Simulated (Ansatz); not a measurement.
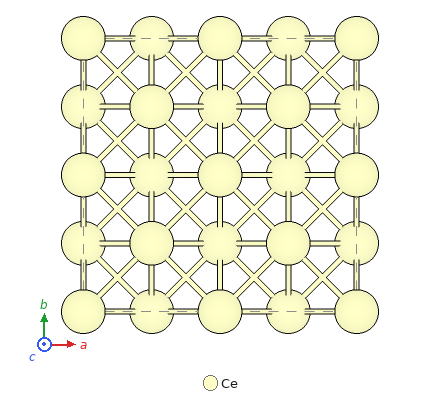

Ce (Fm-3m, No. 225): the input geometry of an electronic-structure calculation (not necessarily at equilibrium).

```cif
data_structure
_symmetry_space_group_name_H-M 'Fm-3m'
_symmetry_Int_Tables_number 225
_cell_length_a 4.5841
_cell_length_b 4.5841
_cell_length_c 4.5841
_cell_angle_alpha 90.000
_cell_angle_beta 90.000
_cell_angle_gamma 90.000
_cell_volume 96.33
loop_
_atom_site_label
_atom_site_type_symbol
_atom_site_symmetry_multiplicity
_atom_site_Wyckoff_symbol
_atom_site_fract_x
_atom_site_fract_y
_atom_site_fract_z
_atom_site_occupancy
Ce1 Ce 4 a 0.00000 0.00000 0.00000 1
```

### What will a HAADF-like image along [001] show? Simulated incoherent Z contrast: every atom adds Z^1.8 spread by a probe of 1.30 Å full width; channelling and multiple scattering are left out. The probe carries 15 % of its weight in a tail 2.5 times as wide. Shot noise and a slight drift were added.

The columns repeat on a square net with a repeat of 2.29 Å (plane group p4mm). All columns are alike (Ce). The shortest distance between visible columns is 2.29 Å in projection. Along the beam the structure repeats every 4.58 Å.

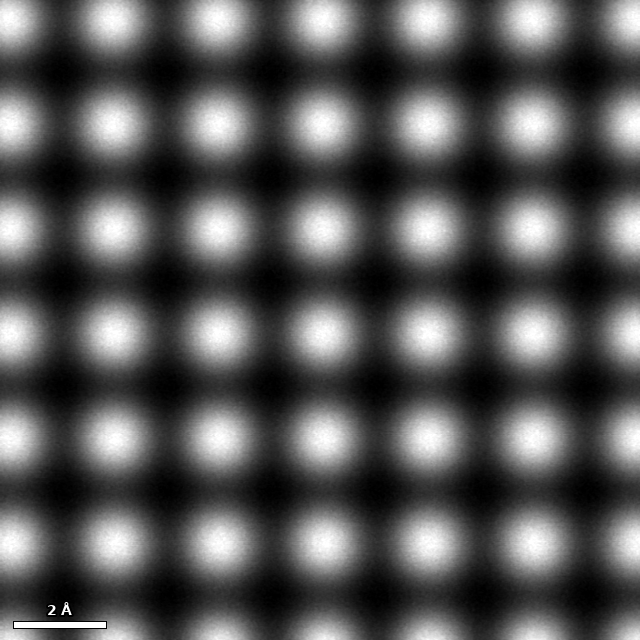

The simulated image.
